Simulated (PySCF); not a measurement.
# C3HF3: excited states, first hyperpolarisability

Aim: compute the excited states, first hyperpolarisability of C3HF3 (`C#CC(F)(F)F`).

Programs: PySCF 2.14.0, with routines of our own; each step states its level. All values are computed. Atoms count from 0.

## 1. The starting structure

7 atoms, charge 0, multiplicity 1; geometry from: GFN2-xTB.

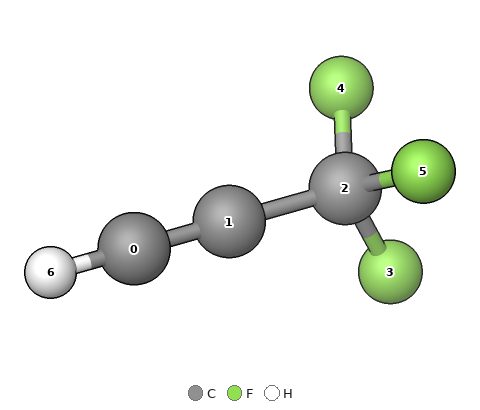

The starting geometry (carbon grey, fluorine green, hydrogen white).

## 2. Relaxing the molecule at PBE0-D3(BJ)/def2-TZVP

Job settings and geometry (Å):

```
{"job": {"xc": "PBE0", "basis": "def2-TZVP", "d3": "d3bj", "grid": 2, "kind": "geom"}, "charge": 0, "multiplicity": 1}
C      1.747063    -0.137624     0.013814
C      0.554807    -0.043446     0.001916
C     -0.898499     0.071844    -0.012932
F     -1.446711    -0.629482    -1.016353
F     -1.448937    -0.379198     1.123974
F     -1.298998     1.343351    -0.161843
H      2.794607    -0.220541     0.024346
```

On the command line:

```
> OMP_NUM_THREADS=1 python excited_run.py task.json out
```

The driver reads the jobs from task.json and runs them one after another.

Standard output:

```text
step   0  E = -414.13221045  max force = 0.014314
step   1  E = -414.13098861  max force = 0.012152
step   2  E = -414.13204402  max force = 0.004828
step   3  E = -414.13249553  max force = 0.003505
step   4  E = -414.13258399  max force = 0.001904
step   5  E = -414.13261293  max force = 0.001506
step   6  E = -414.13263310  max force = 0.000512
step   7  E = -414.13263610  max force = 0.000266
optimisation converged
```

Wall time 63 s (1 thread of Arm Neoverse V1, shared host); peak memory 0.77 GiB.

The steps of the relaxation: (the energy doesn't fall at every step)

```csv
step,energy from step 0 (eV),largest force component (eV/Å)
0,0.0000,0.7361
1,0.0332,0.6249
2,0.0045,0.2483
3,-0.0078,0.1802
4,-0.0102,0.0979
5,-0.0110,0.0774
6,-0.0115,0.0263
7,-0.0116,0.0137
```

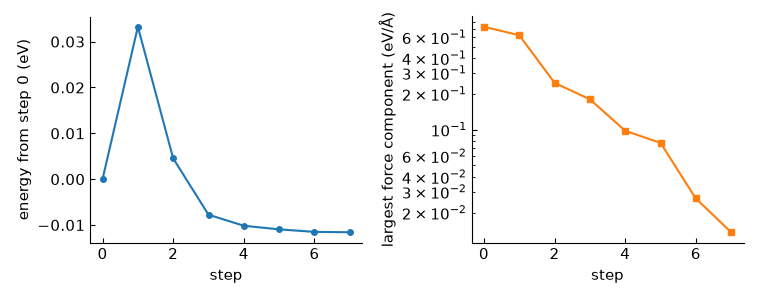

Energy and force, step by step.

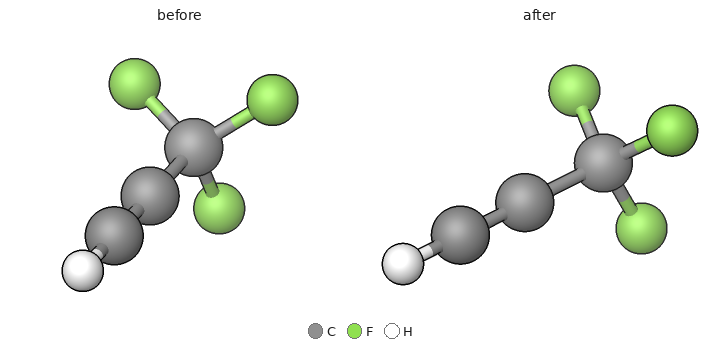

Before and after, at one scale.

Close pairs (by a distance rule), those that changed most:

```csv
bond,before (Å),after (Å),change (Å)
C0–H6,1.051,1.066,+0.015
C2–F3,1.341,1.335,-0.006
C2–F5,1.341,1.335,-0.006
C2–F4,1.341,1.335,-0.006
C1–C2,1.458,1.461,+0.003
C0–C1,1.196,1.195,-0.001
```

The end geometry stands in the next job.

```csv
at the end point,value
point group (found at 0.08 Å tolerance),C3v
"rotational constants (GHz, main isotopes)","5.723, 2.893, 2.892"
dipole moment (D),2.29
```

## 3. Excited states: TDA CAM-B3LYP/def2-TZVPD

Job settings and geometry (Å):

```
{"job": {"kind": "states", "xc": "CAM-B3LYP", "basis": "def2-TZVPD", "tda": true, "soc": true, "nstates": 6, "ntriplets": 5, "nquad": 4}, "charge": 0, "multiplicity": 1}
C      1.581967    -0.210162    -0.707495
C      0.497987    -0.066736    -0.224193
C     -0.827638     0.110856     0.364813
F     -1.766822    -0.491257    -0.368233
F     -0.881791    -0.404303     1.595276
F     -1.147296     1.404186     0.451132
H      2.547579    -0.338177    -1.139387
```

Method: TDA CAM-B3LYP/def2-TZVPD excited states, vertical, gas phase, spin-orbit mean-field couplings.

Standard output:

```text
coarse grid: 7136 points
cycle   1  E = -414.2527145896  dE =  1.130e+00  |g| = 1.010e+00  |ddm| = 3.866e+00
cycle   2  E = -414.1689323293  dE =  8.378e-02  |g| = 1.330e+00  |ddm| = 2.509e+00
cycle   3  E = -414.4232681033  dE = -2.543e-01  |g| = 1.133e-01  |ddm| = 1.471e+00
cycle   4  E = -414.4251044898  dE = -1.836e-03  |g| = 6.722e-02  |ddm| = 1.560e-01
cycle   5  E = -414.4260969900  dE = -9.925e-04  |g| = 1.620e-02  |ddm| = 7.754e-02
cycle   6  E = -414.4261473353  dE = -5.035e-05  |g| = 2.211e-03  |ddm| = 1.570e-02
cycle   7  E = -414.4261484971  dE = -1.162e-06  |g| = 2.752e-04  |ddm| = 3.976e-03
final grid: 73808 points
cycle   8  E = -414.4295932828  dE = -4.368e-05  |g| = 3.542e-03  |ddm| = 1.134e-01
cycle   9  E = -414.4295929129  dE =  3.699e-07  |g| = 3.887e-03  |ddm| = 7.740e-03
cycle  10  E = -414.4295949736  dE = -2.061e-06  |g| = 2.816e-04  |ddm| = 2.403e-03
cycle  11  E = -414.4295949831  dE = -9.449e-09  |g| = 1.162e-04  |ddm| = 4.492e-04
cycle  12  E = -414.4295949858  dE = -2.715e-09  |g| = 3.607e-05  |ddm| = 1.717e-04
cycle  13  E = -414.4295949860  dE = -2.257e-10  |g| = 1.244e-05  |ddm| = 3.594e-05
converged SCF energy = -414.4295949860

Singlet excitations
state   eV       nm        f     d(h-e)  d(exc)  Lambda  PR(NTO)  |dmu|/D   mu/D   main configurations
  1   6.5303   189.9   0.00000   0.031   2.032   0.515   2.001    0.057    2.456   H->L 0.48, H-1->L+1 0.47
  2   6.7791   182.9   0.00005   0.027   2.056   0.541   2.002    0.027    2.426   H-1->L+1 0.43, H->L 0.43
  3   6.7793   182.9   0.00004   0.027   2.056   0.753   2.002    0.026    2.426   H-1->L 0.43, H->L+1 0.43
  4   8.5195   145.5   0.08073   0.661   3.327   0.280   1.005    3.485    1.087   H->L+2 0.94
  5   8.5200   145.5   0.08074   0.661   3.327   0.278   1.005                     H-1->L+2 0.94
  6   9.3022   133.3   0.01343   1.154   3.505   0.230   1.009                     H->L+3 0.77, H->L+6 0.20

Triplet excitations (Tamm-Dancoff)
state   eV     d(h-e)  d(exc)  Lambda  PR(NTO)   main configurations
  1   5.3103   0.019   1.914   0.760   2.017   H-1->L 0.45, H->L+1 0.45
  2   5.8177   0.025   1.959   0.742   2.005   H->L+1 0.42, H-1->L 0.42
  3   5.8178   0.025   1.959   0.535   2.005   H->L 0.42, H-1->L+1 0.42
  4   6.5297   0.031   2.032   0.515   2.001   H-1->L+1 0.47, H->L 0.47
  5   8.3336   0.571   3.196   0.282   1.004   H->L+2 0.90
S1 - T1 = 1.2200 eV

Spin-orbit couplings |<S|Hso|T>| (cm-1)
             T1       T2       T3       T4       T5
S0        0.004    4.302    4.298    3.907    4.238
S1        3.718    0.203    0.193    0.001    1.346
S2        0.087   23.738    0.142    0.020    1.263
S3        0.086    0.142   23.738    0.031    1.265
S4        0.792    0.693    0.700    0.880    0.228
S5        0.794    0.701    0.690    0.881   14.033
S6        2.520    2.355    2.361    2.682    0.077
T1 sublevels (cm-1): 0.000 0.000 0.059   radiative rates (1/s): 0.28 0.0537 1.31e-05
```

Run time: 25 s. Hardware: 1 thread of Arm Neoverse V1, shared host; peak memory 0.83 GiB.

Key values:

```csv
quantity,value
S1 less T1,1.22 eV
```

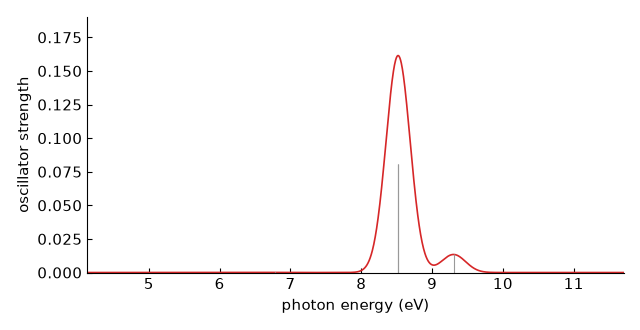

Absorption lines of the singlets. Lines are broadened to a width of 0.40 eV (Gaussian).

## 4. Excited states: TDDFT CAM-B3LYP/aug-cc-pVTZ

Job settings and geometry (Å):

```
{"job": {"kind": "states", "xc": "CAM-B3LYP", "basis": "aug-cc-pVTZ", "tpa": true, "nstates": 8, "nquad": 6, "ntriplets": 0}, "charge": 0, "multiplicity": 1}
C      1.581967    -0.210162    -0.707495
C      0.497987    -0.066736    -0.224193
C     -0.827638     0.110856     0.364813
F     -1.766822    -0.491257    -0.368233
F     -0.881791    -0.404303     1.595276
F     -1.147296     1.404186     0.451132
H      2.547579    -0.338177    -1.139387
```

Method: TDDFT CAM-B3LYP/aug-cc-pVTZ excited states, vertical, gas phase, two-photon moments by quadratic response.

Standard output:

```text
coarse grid: 7136 points
cycle   1  E = -414.2456346368  dE =  1.125e+00  |g| = 1.006e+00  |ddm| = 6.211e+00
cycle   2  E = -414.1638591840  dE =  8.178e-02  |g| = 1.327e+00  |ddm| = 2.704e+00
cycle   3  E = -414.4141111076  dE = -2.503e-01  |g| = 1.133e-01  |ddm| = 1.459e+00
cycle   4  E = -414.4159451065  dE = -1.834e-03  |g| = 6.676e-02  |ddm| = 2.714e-01
cycle   5  E = -414.4169179505  dE = -9.728e-04  |g| = 1.635e-02  |ddm| = 9.956e-02
cycle   6  E = -414.4169683529  dE = -5.040e-05  |g| = 2.227e-03  |ddm| = 2.535e-02
cycle   7  E = -414.4169695092  dE = -1.156e-06  |g| = 2.830e-04  |ddm| = 4.918e-03
final grid: 73808 points
cycle   8  E = -414.4136743988  dE = -4.751e-05  |g| = 5.329e-03  |ddm| = 2.184e-01
cycle   9  E = -414.4136730928  dE =  1.306e-06  |g| = 6.204e-03  |ddm| = 1.673e-02
cycle  10  E = -414.4136780288  dE = -4.936e-06  |g| = 2.485e-04  |ddm| = 6.382e-03
cycle  11  E = -414.4136780352  dE = -6.333e-09  |g| = 1.464e-04  |ddm| = 7.512e-04
cycle  12  E = -414.4136780393  dE = -4.093e-09  |g| = 4.396e-05  |ddm| = 2.730e-04
cycle  13  E = -414.4136780397  dE = -4.185e-10  |g| = 1.023e-05  |ddm| = 6.948e-05
converged SCF energy = -414.4136780397

Singlet excitations
state   eV       nm        f     d(h-e)  d(exc)  Lambda  PR(NTO)  |dmu|/D   mu/D   delta(TPA)   sigma/GM   main configurations
  1   6.4888   191.1   0.00000   0.011   2.072   0.473   2.000    0.030    2.368        0.00      0.000   H->L+1 0.45, H-1->L+2 0.44
  2   6.7523   183.6   0.00006   0.003   2.077   0.496   2.003    0.096    2.302        0.66      0.011   H-1->L+2 0.41, H->L+1 0.41
  3   6.7525   183.6   0.00005   0.003   2.077   0.689   2.003    0.097    2.302        0.66      0.011   H->L+2 0.41, H-1->L+1 0.41
  4   8.3187   149.0   0.06050   1.232   3.797   0.198   1.004    6.156    3.757       12.43      0.315   H->L 0.87
  5   8.3191   149.0   0.06050   1.232   3.797   0.198   1.004    6.155    3.757       12.43      0.315   H-1->L 0.87
  6   9.1048   136.2   0.02055   1.064   3.776   0.197   1.009    5.315    2.917       17.50      0.532   H->L+3 0.69, H->L+6 0.22
  7   9.1053   136.2   0.02055   1.064   3.776   0.197   1.009                                            H-1->L+3 0.69, H-1->L+6 0.22
  8   9.5227   130.2   0.48994   1.292   3.559   0.566   2.129                                            H->L+2 0.34, H-1->L+1 0.33, H->L+5 0.12
```

Wall time 47 s (1 thread of Arm Neoverse V1, shared host); peak memory 0.94 GiB.

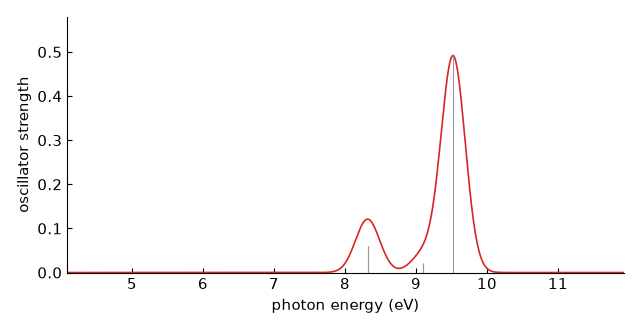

Absorption lines of the singlets. Lines are broadened to a width of 0.40 eV (Gaussian).

## 5. First hyperpolarisability: quadratic response CAM-B3LYP/aug-cc-pVTZ

Job settings and geometry (Å):

```
{"job": {"kind": "beta", "xc": "CAM-B3LYP", "basis": "aug-cc-pVTZ"}, "charge": 0, "multiplicity": 1}
C      1.581967    -0.210162    -0.707495
C      0.497987    -0.066736    -0.224193
C     -0.827638     0.110856     0.364813
F     -1.766822    -0.491257    -0.368233
F     -0.881791    -0.404303     1.595276
F     -1.147296     1.404186     0.451132
H      2.547579    -0.338177    -1.139387
```

With the program's defaults for keys left out, this is: quadratic response CAM-B3LYP/aug-cc-pVTZ first hyperpolarisability, Taylor convention, gas phase.

Standard output:

```text
coarse grid: 7136 points
cycle   1  E = -414.2456346368  dE =  1.125e+00  |g| = 1.006e+00  |ddm| = 6.211e+00
cycle   2  E = -414.1638591840  dE =  8.178e-02  |g| = 1.327e+00  |ddm| = 2.704e+00
cycle   3  E = -414.4141111076  dE = -2.503e-01  |g| = 1.133e-01  |ddm| = 1.459e+00
cycle   4  E = -414.4159451065  dE = -1.834e-03  |g| = 6.676e-02  |ddm| = 2.714e-01
cycle   5  E = -414.4169179505  dE = -9.728e-04  |g| = 1.635e-02  |ddm| = 9.956e-02
cycle   6  E = -414.4169683529  dE = -5.040e-05  |g| = 2.227e-03  |ddm| = 2.535e-02
cycle   7  E = -414.4169695092  dE = -1.156e-06  |g| = 2.830e-04  |ddm| = 4.918e-03
final grid: 73808 points
cycle   8  E = -414.4136743988  dE = -4.751e-05  |g| = 5.329e-03  |ddm| = 2.184e-01
cycle   9  E = -414.4136730928  dE =  1.306e-06  |g| = 6.204e-03  |ddm| = 1.673e-02
cycle  10  E = -414.4136780288  dE = -4.936e-06  |g| = 2.485e-04  |ddm| = 6.382e-03
cycle  11  E = -414.4136780352  dE = -6.333e-09  |g| = 1.464e-04  |ddm| = 7.512e-04
cycle  12  E = -414.4136780393  dE = -4.093e-09  |g| = 4.396e-05  |ddm| = 2.730e-04
cycle  13  E = -414.4136780397  dE = -4.185e-10  |g| = 1.023e-05  |ddm| = 6.948e-05
converged SCF energy = -414.4136780397

Lowest singlets (eV, f): 6.4888 0.0000  6.7523 0.0001  6.7525 0.0001

First hyperpolarisability (au)
process     nm      |vector|   parallel      HRS      DR
static         -      103.57     -62.14      38.62   7.899
shg       1907.0      106.12     -63.67       39.6   7.821
eope      1907.0      104.41     -62.64          -       -
shg       1064.0      112.20     -67.32      41.91   7.649
eope      1064.0      106.31     -63.78          -       -
```

Run time: 33 s. Hardware: 1 thread of Arm Neoverse V1, shared host; peak memory 0.92 GiB.

## 6. Summary of results

| quantity | value |
| --- | --- |
| point group | C3v |
| rotational constants (main isotopes) | 5.72, 2.89, 2.89 GHz |
| S1 less T1 (step 3, TDA CAM-B3LYP/def2-TZVPD) | 1.22 eV |
| β vector (step 5, quadratic response CAM-B3LYP/aug-cc-pVTZ) | static 104, SHG 1907.0 nm 106, SHG 1064.0 nm 112 au |

The optimisation took 7 steps and gained 0.012 eV; among the close pairs (by a distance rule), C0–H6 changed most, from 1.051 to 1.066 Å. In steps 3, 4 some excited states are degenerate or nearly so. In step 3, the number of triplets below S1 is 4, and the largest singlet-triplet spin-orbit coupling is S2–T2, 23.74 cm⁻¹. β grows from 104 au (static) to 112 au for doubling at 1064.0 nm: normal dispersion, which grows as twice the photon energy moves toward the bright states.
